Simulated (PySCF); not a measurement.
# CH6BNZn (SMILES C[B](N)[ZnH]): levels of theory compared

Aim: a comparison of 6 runs (HF/3-21G, HF/def2-SVP, B3LYP/6-31G*, SVWN5/6-31G**, CCSD/6-31G) of CH6BNZn. The job is set up through a Python script.

The results are computed with PySCF 2.14.0.

3 further runs of the same task are left out: 1 that didn't finish, 2 set aside as unsound or not needed.

## (1) The molecule

CH6BNZn has 10 atoms, charge 0, and is taken as a singlet. As SMILES, `C[B](N)[ZnH]`. Geometry: a GFN2-xTB relaxation, a rough one for these elements and not checked as a minimum.

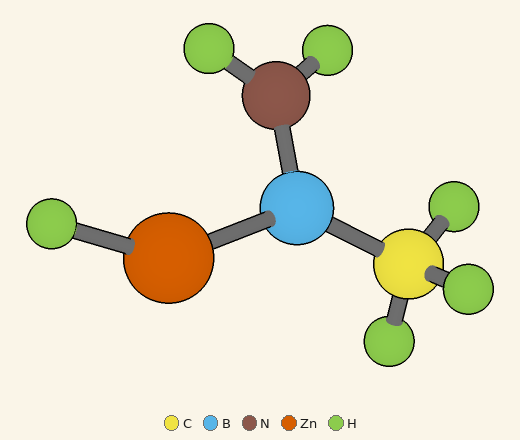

The structure, seen from a chosen angle (carbon yellow, boron blue, nitrogen brown, zinc orange, hydrogen green).

## (2) Energy and gradient at HF/3-21G (run 1)

File calc.py:

```python
from pyscf import gto, scf

mol = gto.Mole()
mol.atom = '''
C   -1.417890   0.559870   0.022700
B    0.088980   0.078220  -0.137240
N    0.521530  -0.868150   0.782610
Zn   1.647610   0.485790  -1.384460
H   -1.991310   0.402930  -0.889070
H   -1.941910   0.045440   0.829330
H   -1.472100   1.627220   0.231210
H    1.450380  -1.265320   0.809780
H   -0.066510  -1.243730   1.515390
H    3.181210   0.177730  -1.780250
'''
mol.verbose = 4
mol.charge = 0
mol.basis = '3-21g'
mol.max_memory = 1860
mol.build()

mf = scf.RHF(mol)
mf.conv_tol = 1e-10
mf.kernel()
if not mf.converged:
    mf = mf.newton().run(mf.mo_coeff, mf.mo_occ)

etot = mf.e_tot
print(f'total energy: {etot:.8f} hartree')
grad = mf.nuc_grad_method().kernel()
mf.analyze()
```

Launch:

```bash
$ OMP_NUM_THREADS=1 python calc.py
```

Standard output:

```text
PySCF version 2.14.0

[... 81 lines left out ...]
Nuclear Repulsion Energy =             204.084110312500968
[... 8 lines left out ...]
MO #3   energy= -38.6392526007727  occ= 2
[... 6 lines left out ...]
MO #10  energy= -3.76344039523587  occ= 2
[... 6 lines left out ...]
MO #17  energy= -0.677304814884283 occ= 2
[... 6 lines left out ...]
MO #24  energy= -0.472693314214847 occ= 2
[... 6 lines left out ...]
MO #31  energy= 0.163042577290037  occ= 0
[... 6 lines left out ...]
MO #38  energy= 0.368046989986307  occ= 0
[... 6 lines left out ...]
MO #45  energy= 0.813193137790211  occ= 0
[... 6 lines left out ...]
MO #52  energy= 1.35787353610612   occ= 0
[... 6 lines left out ...]
MO #59  energy= 1.81337325877649   occ= 0
[... 6 lines left out ...]
MO #66  energy= 4.32781260694129   occ= 0
[... 40 lines left out ...]
pop of  3 Zn 4px          0.08156
pop of  3 Zn 4py          0.00614
pop of  3 Zn 4pz          0.01494
pop of  3 Zn 5px          0.00142
pop of  3 Zn 5py          0.00047
pop of  3 Zn 5pz          0.00099
pop of  3 Zn 3dxy         1.98722
pop of  3 Zn 3dyz         1.99328
pop of  3 Zn 3dz^2        1.98639
pop of  3 Zn 3dxz         1.96038
pop of  3 Zn 3dx2-y2      1.96453
pop of  3 Zn 4dxy         0.00010
pop of  3 Zn 4dyz         0.00011
pop of  3 Zn 4dz^2        0.00010
pop of  3 Zn 4dxz         0.00012
pop of  3 Zn 4dx2-y2      0.00013
pop of  4 H 1s            0.90027
pop of  4 H 2s            0.00774
pop of  5 H 1s            0.92485
pop of  5 H 2s            0.00800
pop of  6 H 1s            0.89956
pop of  6 H 2s            0.00773
pop of  7 H 1s            0.78830
pop of  7 H 2s            0.01088
pop of  8 H 1s            0.78613
pop of  8 H 2s            0.01199
pop of  9 H 1s            1.50840
pop of  9 H 2s            0.01747
 ** Mulliken atomic charges  **
charge of    0C =     -0.38535
charge of    1B =     -0.34334
charge of    2N =     -0.40392
charge of    3Zn =      1.00394
charge of    4H =      0.09199
charge of    5H =      0.06715
charge of    6H =      0.09270
charge of    7H =      0.20082
charge of    8H =      0.20188
charge of    9H =     -0.52587
Dipole moment(X, Y, Z, Debye): -0.77380, -0.35478,  0.84549
```

Wall time 9.1 s (1 thread of Intel Xeon at 2.50GHz (Skylake/Cascade Lake), shared host); peak memory 0.14 GiB.

## (3) Energy and gradient at HF/def2-SVP (run 2)

File run.py:

```python
from pyscf import gto, scf

mol = gto.M(
    atom='''
C     -2.679424     1.058001     0.042897
B      0.168148     0.147814    -0.259346
N      0.985549    -1.640566     1.478919
Zn     3.113532     0.918010    -2.616250
H     -3.763031     0.761427    -1.680099
H     -3.669678     0.085869     1.567207
H     -2.781866     3.075000     0.436924
H      2.740821    -2.391108     1.530262
H     -0.125686    -2.350309     2.863672
H      6.011616     0.335861    -3.364185
''',
    max_memory=1860,
    verbose=3,
    unit='bohr',
    charge=0,
    basis='def2-svp',
)

hf = scf.RHF(mol)
hf.conv_tol = 1e-10
hf.kernel()
if not hf.converged:
    hf = hf.newton().run(hf.mo_coeff, hf.mo_occ)

energy = hf.e_tot
print(f'total energy: {energy:.8f} hartree')
grad = hf.nuc_grad_method().kernel()
dip = hf.dip_moment()
pop, q = hf.mulliken_pop()
```

Launch:

```bash
$ OMP_NUM_THREADS=1 python run.py
```

Standard output:

```text
converged SCF energy = -1897.96731809968
total energy: -1897.96731810 hartree
[... 8 lines left out ...]
Dipole moment(X, Y, Z, Debye): -0.80279, -0.22537,  0.70182
[... 75 lines left out ...]
pop of  4 H 2s            0.19421
pop of  4 H 2px           0.00899
pop of  4 H 2py           0.00498
pop of  4 H 2pz           0.01361
pop of  5 H 1s            0.75785
pop of  5 H 2s            0.21454
pop of  5 H 2px           0.00825
pop of  5 H 2py           0.00721
pop of  5 H 2pz           0.01134
pop of  6 H 1s            0.74938
pop of  6 H 2s            0.19407
pop of  6 H 2px           0.00570
pop of  6 H 2py           0.01707
pop of  6 H 2pz           0.00491
pop of  7 H 1s            0.72236
pop of  7 H 2s            0.09096
pop of  7 H 2px           0.02636
pop of  7 H 2py           0.01352
pop of  7 H 2pz           0.00996
pop of  8 H 1s            0.71659
pop of  8 H 2s            0.10335
pop of  8 H 2px           0.01629
pop of  8 H 2py           0.01277
pop of  8 H 2pz           0.02030
pop of  9 H 1s            0.66938
pop of  9 H 2s            0.66661
pop of  9 H 2px           0.00471
pop of  9 H 2py           0.00091
pop of  9 H 2pz           0.00092
 ** Mulliken atomic charges  **
charge of    0C =     -0.14986
charge of    1B =     -0.10195
charge of    2N =     -0.21808
charge of    3Zn =      0.48710
charge of    4H =      0.02809
charge of    5H =      0.00081
charge of    6H =      0.02888
charge of    7H =      0.13683
charge of    8H =      0.13070
charge of    9H =     -0.34253
```

It took 36 s on 1 thread of Intel Xeon at 2.50GHz (Skylake/Cascade Lake), shared host; peak memory 0.23 GiB.

Runs 3 to 5 aren't shown in full; the table further down has their settings and results.

## (4) The energy at CCSD/6-31G (run 6)

File mol.xyz:

```xyz
10
CH6BNZn
C     -1.417890     0.559870     0.022700
B      0.088980     0.078220    -0.137240
N      0.521530    -0.868150     0.782610
Zn     1.647610     0.485790    -1.384460
H     -1.991310     0.402930    -0.889070
H     -1.941910     0.045440     0.829330
H     -1.472100     1.627220     0.231210
H      1.450380    -1.265320     0.809780
H     -0.066510    -1.243730     1.515390
H      3.181210     0.177730    -1.780250
```

File job.py:

```python
from pyscf import gto, cc

mol = gto.Mole()
mol.atom = 'mol.xyz'
mol.verbose = 4
mol.basis = '6-31g'
mol.max_memory = 1860
mol.build()

myscf = mol.RHF()
myscf.conv_tol = 1e-10
myscf.kernel()
if not myscf.converged:
    myscf = myscf.newton().run(myscf.mo_coeff, myscf.mo_occ)

mycc = cc.CCSD(myscf, frozen=8)
mycc.kernel()
e_tot = mycc.e_tot
print('E = %.10f Eh' % e_tot)
dip = myscf.dip_moment()
pop, q = myscf.mulliken_pop()
```

Launch:

```bash
$ OMP_NUM_THREADS=1 python job.py
```

Standard output:

```text
PySCF version 2.14.0

[... 66 lines left out ...]
converged SCF energy = -1897.93925943757
[... 12 lines left out ...]
Init t2, MP2 energy = -1898.45077751685  E_corr(MP2) -0.511518079282273
[... 13 lines left out ...]
CCSD converged
[... 2 lines left out ...]
Dipole moment(X, Y, Z, Debye): -0.91854, -0.20164,  0.73303
[... 38 lines left out ...]
pop of  3 Zn 3pz          1.99965
pop of  3 Zn 4px          0.48190
pop of  3 Zn 4py          0.01144
pop of  3 Zn 4pz          0.09251
pop of  3 Zn 5px          0.14746
pop of  3 Zn 5py          0.01214
pop of  3 Zn 5pz          0.02204
pop of  3 Zn 3dxy         1.37222
pop of  3 Zn 3dyz         1.37506
pop of  3 Zn 3dz^2        1.37076
pop of  3 Zn 3dxz         1.35513
pop of  3 Zn 3dx2-y2      1.35779
pop of  3 Zn 4dxy         0.61646
pop of  3 Zn 4dyz         0.61876
pop of  3 Zn 4dz^2        0.61806
pop of  3 Zn 4dxz         0.61676
pop of  3 Zn 4dx2-y2      0.61843
pop of  4 H 1s            0.52912
pop of  4 H 2s            0.32118
pop of  5 H 1s            0.53365
pop of  5 H 2s            0.34277
pop of  6 H 1s            0.52852
pop of  6 H 2s            0.32157
pop of  7 H 1s            0.51621
pop of  7 H 2s            0.12855
pop of  8 H 1s            0.51035
pop of  8 H 2s            0.14497
pop of  9 H 1s            0.45699
pop of  9 H 2s            0.76403
 ** Mulliken atomic charges  **
charge of    0C =     -0.74810
charge of    1B =      0.52749
charge of    2N =     -0.99784
charge of    3Zn =      0.31637
charge of    4H =      0.14970
charge of    5H =      0.12357
charge of    6H =      0.14991
charge of    7H =      0.35525
charge of    8H =      0.34469
charge of    9H =     -0.22103
```

It took 28 s on 1 thread of Intel Xeon at 2.50GHz (Skylake/Cascade Lake), shared host; peak memory 0.26 GiB.

## (5) The series

```csv
run,level,integration grid,Cartesian functions,energy (Eh),dipole moment (D) of the reference,HOMO energy (eV),LUMO energy (eV),wall time
1,HF/3-21G,–,no,-1888.818997,1.20,-8.55,1.59,9.1 s
2,HF/def2-SVP,–,no,-1897.967318,1.09,-8.70,2.55,36 s
3,B3LYP/6-31G* (spherical functions),5,no,-1900.438973,1.72,-5.95,-0.86,1.7 min
4,B3LYP/6-31G* (Cartesian functions),5,yes,-1900.449688,1.72,-5.94,-0.88,95 s
5,SVWN5/6-31G** (spherical functions),5,no,-1896.362127,1.93,-5.12,-1.58,98 s
6,CCSD/6-31G,–,no,-1898.458069,1.19,-8.68,1.73,28 s
```

## (6) Results

```
                                          quantity           value
                               run 6: total energy  -1898.45807 Eh
       run 6: dipole moment (Hartree–Fock density)          1.19 D
        run 6: HOMO energy (Hartree–Fock orbitals)        -8.68 eV
        run 6: LUMO energy (Hartree–Fock orbitals)         1.73 eV
      run 6: HOMO–LUMO gap (Hartree–Fock orbitals)        10.40 eV
run 6: correlation energy (8 core orbitals frozen)      -518.8 mEh
                              run 6: T1 diagnostic           0.014
```

Over runs 1, 2, 3, 4, 5 the dipole moment (its size) runs from 1.09 D (HF/def2-SVP) to 1.93 D (SVWN5/6-31G**). The two ends differ in method and basis. Over runs 1, 2, 3, 4, 5 the HOMO–LUMO gap runs from 3.54 eV (SVWN5/6-31G**) to 11.25 eV (HF/def2-SVP). Totals of different functionals can't be ranked against each other. All runs together took 6.1 min, the longest 1.7 min.
